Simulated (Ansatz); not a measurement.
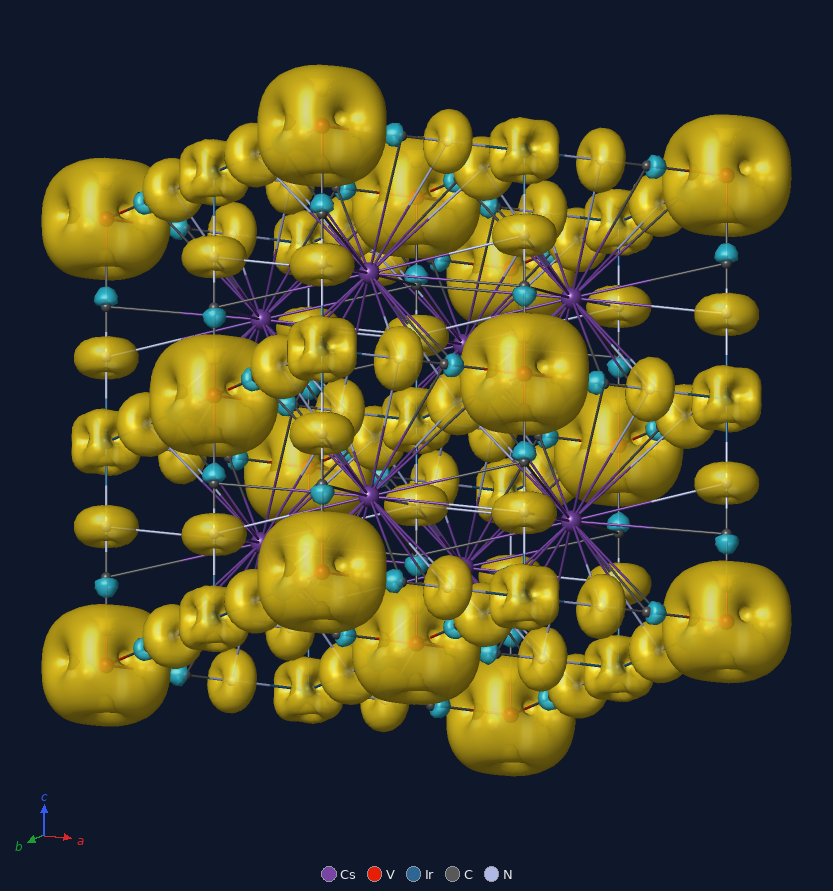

*Cs₂VIrC₆N₆. Isosurfaces of the spin density (up minus down) at +0.02 (yellow) and −0.02 e/Å³ (cyan), seen at an oblique angle. Sticks mark near contacts.*

Space group Fm-3m; a structure generated by program, which may or may not match a known phase; spin-polarised.

Level of theory: DFT PBE, scalar-relativistic, plane waves, PAW in Ansatz 0.2.0.

In a PAW calculation such maps are meaningful between the atoms, not at the nuclei.

Describe the spin distribution.

Answer. The spin density sits on V: +1.0 μB (×4) in one cell of 64 atoms, with smaller moments on other sites: Ir (up to +0.07 μB): parallel main moments, as they must be, since the calculation's own cell holds one magnetic site. The cell of the calculation (16 atoms) carries 2.0 μB of net spin moment.
